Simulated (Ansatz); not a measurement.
## Profile along the Se–Pb line in PbSe (rock salt)

PbSe (rock salt)

```
CELL_PARAMETERS angstrom
      0.00000     3.10883     3.10883
      3.10883     0.00000     3.10883
      3.10883     3.10883     0.00000
ATOMIC_POSITIONS crystal
  Se 0.00000 0.00000 0.00000
  Pb 0.50000 0.50000 0.50000
```

Fields along a shortest Se–Pb line of a {100} plane (3.11 Å), from Se to Pb, interpolated on the slice's grid (step about 0.2 Å). All values below come from PBE (plane waves to 420 eV, PAW, scalar-relativistic; Ansatz, an electronic-structure program). k mesh 9×9×9. These are valence fields of a PAW run, semicore shells included where kept as valence: close to a nucleus they are smooth pseudo fields. PbSe was relaxed with its symmetry unable to fall. Spin-orbit coupling is left out, though Pb is heavy. The PAW data are Ansatz's earlier set.

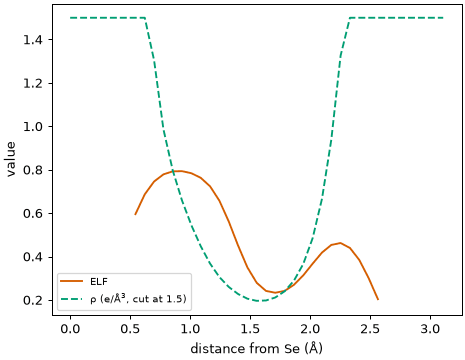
Figure: ELF (away from the nuclei) and valence density from Se to Pb.

Density on the Se–Pb line (3.11 Å) at its midpoint: 0.20 e/Å³. ELF at that point: 0.28.
